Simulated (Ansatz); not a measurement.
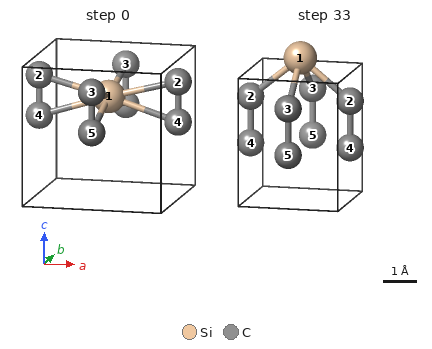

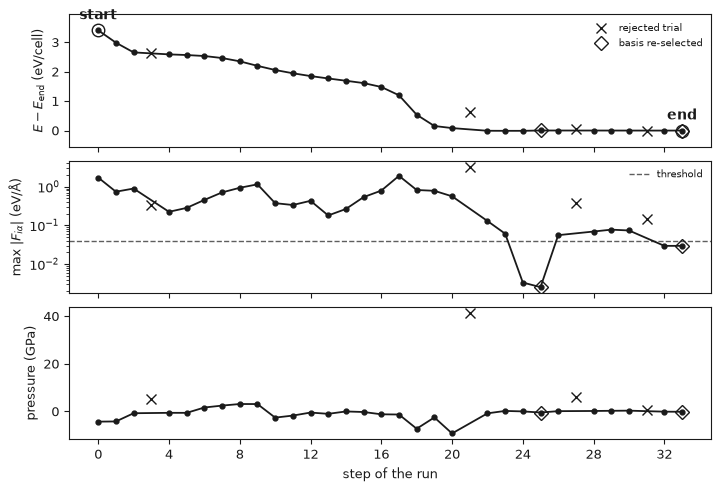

First and last geometry of a relaxation of crystalline SiC4 (a generated structure, set up in P4mm) (coarse preliminary run), with the history of the run. A ball-and-stick model of the cell of the calculation, seen slightly off an axis.

Level of theory: DFT PBE, scalar-relativistic, plane waves, PAW (Ansatz 0.2.0). Set-up: plane-wave cutoff 420 eV; k-point mesh 4 × 4 × 4; occupations gaussian; smearing width 0.1 eV; no spin polarisation; cell and atoms relaxed; force threshold 0.04 eV/Å; at most 70 steps.

Question: Read the history and describe the run.

Answer: It converged. The atom that moves furthest relative to the cell is Si1 (1.54 Å along +c). By element the largest moves are Si 1.54 Å, C 0.53 Å. Cell: a = b 4.339 → 3.114 Å (−28.2 %), c 4.327 → 3.969 Å (−8.3 %). Volume −52.7 %. Among the contacts that change: Si1–C4 4.240 → 2.005 Å, Si1–C4 (another image) 2.275 → 3.123 Å, Si1–C2 2.242 → 2.005 Å, C2–C4 1.250 → 1.444 Å. Among the angles between lasting bonds that change: Si1–C3–C5 75.4° → 129.0°, C2–Si1–C2 150.7° → 101.9°, Si1–C3–Si1 150.7° → 101.9°. The space group (tolerance 0.01 Å) goes from P4mm (No. 99) to P4/mmm (No. 123). After 27 accepted moves (33 points after the start) the energy has fallen by 3.408 eV per cell of the calculation. The largest force component goes from 1.7 to 0.03 eV/Å. Pressure: −4.28 GPa at the start and −0.14 GPa at the end. The line search rejected the trial steps at points 3, 21, 27, 31 of the run. At 2 points the geometry stayed and the basis and grid were re-selected for the new cell (energy shift of 11.8 meV per cell of the calculation at most each time).
